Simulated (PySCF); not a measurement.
C₆H₁₇BO

```xyz
25

C     2.1961   -1.2872    0.1739
O     1.4523   -0.1684   -0.2642
C     2.2815    0.8648   -0.7561
B     0.3056    0.3698    0.8762
C    -1.1409    0.1144    0.1614
C    -1.2864    0.9062   -1.1445
C    -1.3727   -1.3679   -0.1586
C    -2.2486    0.5714    1.1182
H     2.8408   -1.0351    1.0217
H     2.8095   -1.6659   -0.6498
H     1.4827   -2.0483    0.4788
H     2.9314    1.2667    0.0275
H     1.6294    1.6536   -1.1219
H     2.8954    0.4833   -1.5781
H     0.5630    1.5156    1.0475
H     0.4945   -0.3016    1.8365
H    -1.1448    1.9701   -0.9647
H    -2.2787    0.7652   -1.5750
H    -0.5534    0.5783   -1.8801
H    -2.3659   -1.5222   -0.5827
H    -1.2938   -1.9709    0.7439
H    -0.6414   -1.7274   -0.8809
H    -2.1970    0.0143    2.0506
H    -2.1353    1.6273    1.3520
H    -3.2342    0.4181    0.6774
```

Geometry: GFN2-xTB.

Theory: PBE0/pcSseg-1, SCF density, gas phase, non-relativistic (PySCF 2.14.0).

Question: What will maps of the electron density and electron localisation function show?

Answer: C–O (1.41 Å): the density is about 2 e/Å³ at the midpoint, with its minimum of 1.7 e/Å³ about 0.5 Å from C; the ELF peaks at about 0.90 between the atoms, as expected for a shared but strongly polarised pair.
C–H (1.09 Å): ρ is about 2.1 e/Å³ halfway; the ELF climbs to about 1 towards the hydrogen, as it does in any bond to H; a covalent bond by its length.

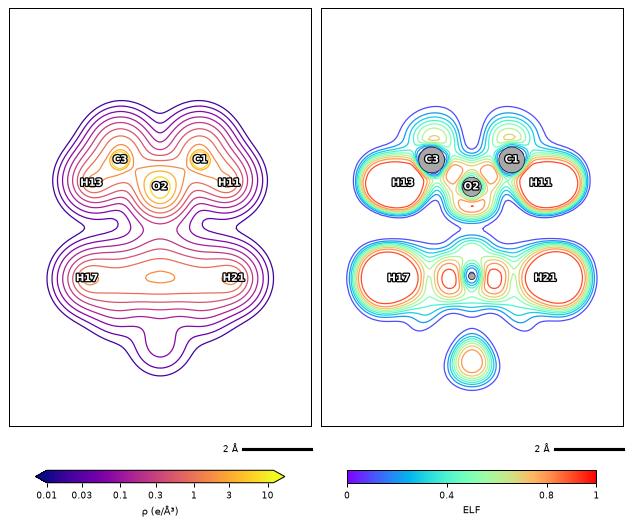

Computed electron density and electron localisation function on the plane of atoms C1, O2 and C3, in this order. Grey discs cover the atomic cores in the ELF map. 
